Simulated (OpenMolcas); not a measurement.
## InCl: excited-state calculation

System: InCl.
Method: CASPT2/ANO-RCC-VDZP, DKH2 (OpenMolcas 26.06).

The geometry comes from this level: GFN2-xTB.

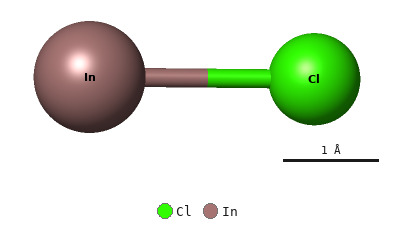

Figure 1. The input geometry (ball-and-stick view, seen on its broad side). Sticks mark near contacts. Bond lengths as drawn: Cl–In 2.39 Å.

What the run reported

```json
{"quantity": "outcome", "value": "refused by the program"}
{"quantity": "basis functions", "value": "61"}
{"quantity": "hardware", "value": "1 thread of Arm Neoverse V1, 24 GiB of memory available, shared host"}
```

Diagnosis

Some settings of this run were drawn to be unusual or wrong (dmu set to 1 (from default)). The program refused the input.

Input
```
&gateway
xbas
Cl.ANO-RCC-VDZP
In.ANO-RCC-VDZP
End of Basis
zmat
Cl1
In2 1 2.38566
End of ZMAT
&seward
relativistic=R02E00
&rasscf
fileorb=$CurrDir/step2.RasOrb
spin=2
nactel=6 0 0
inactive=30
ras2=6
ciroot=6 6 1
orblisting=Nothing
&caspt2
multistate=all
```

Run as:
```bash
export MOLCAS_MEM=1860
pymolcas step14.input > step14.log
```

The program's output
```
--- Start Module: gateway ---

                                              &GATEWAY

                       available to each process: 1.9 GB of memory, 1 thread

++    Symmetry information:
      ---------------------

                    Character Table for C1

                             E
                    a        1  x, y, xy, Rz, z, xz, Ry, yz, Rx, I
--

++    Basis set information:
      ----------------------

      Basis set label: CL.ANO-RCC...4S3P1D.

      Electronic valence basis set:
      ------------------
      Associated Effective Charge  17.000000 au
      Associated Actual Charge     17.000000 au
      Nuclear Model: Point charge

      Shell  nPrim  nBasis  Cartesian Spherical Contaminant
         s      17       4        X
         p      12       3        X
         d       5       1                 X

      Basis set label: IN.ANO-RCC...6S5P3D1F.

      Electronic valence basis set:
      ------------------
      Associated Effective Charge  49.000000 au
      Associated Actual Charge     49.000000 au
      Nuclear Model: Point charge

      Shell  nPrim  nBasis  Cartesian Spherical Contaminant
         s      22       6        X
         p      19       5        X
         d      13       3                 X
         f       5       1                 X
--

++    Molecular structure info:
      -------------------------

                    ************************************************
                    **** Cartesian Coordinates / bohr, angstrom ****
                    ************************************************

     Center  Label                x              y              z                     x              y              z
        1      CL1              0.000000       0.000000       0.000000              0.000000       0.000000       0.000000
        2      IN2              0.000000       0.000000       4.508244              0.000000       0.000000       2.385660
--

            Nuclear Potential Energy            184.77260648 au

--- Stop Module: gateway /rc=_RC_ALL_IS_WELL_ ---

--- Start Module: seward ---

                                              &SEWARD

                       available to each process: 1.9 GB of memory, 1 thread

               SEWARD will generate:
                  Multipole Moment integrals up to order  2
                  Kinetic Energy integrals
                  Nuclear Attraction integrals (point charge)
                  One-Electron Hamiltonian integrals
                  Velocity integrals
                  Relativistic Douglas-Kroll-Hess integrals:
                    - Parametrization         : EXP
                    - DKH order of Hamiltonian: 2
                    - DKH order of Properties : 0
                         - multipole moment operators
                         - electric potential operators
                         - contact operators
                  Orbital angular momentum around (  0.0000   0.0000   3.4564 )
                  Velocity quadrupole around (  0.0000   0.0000   3.4564 )
                  Atomic mean-field integrals
                  Two-Electron Repulsion integrals

                   Integrals are discarded if absolute value <: 1.00E-14
                   Integral cutoff threshold is set to       <: 1.00E-16

            Nuclear Potential Energy            184.77260648 au

      Basis set specifications :
      Symmetry species         a
      Basis functions           61

--- Stop Module: seward /rc=_RC_ALL_IS_WELL_ ---
--- Module seward spent 4 seconds ---

--- Start Module: rasscf ---

                                              &RASSCF

                       available to each process: 1.9 GB of memory, 1 thread

 ******************** ERROR *********************
 ###############################################################################
 ###    ERROR: No such wave function.                                        ###
 ###############################################################################
 The following combined specifications are wrong.
 Nr of active electrons NACTEL=   6
 Nr of active orbitals     NAC=   6
 Spin degeneracy         ISPIN=   2
 There can be no such wave function.
 ************************************************
--- Stop Module: rasscf /rc=_RC_INPUT_ERROR_ ---

.####################.
.# User input error #.
.####################.

    Timing: Wall=4.57 User=4.05 System=0.52
```
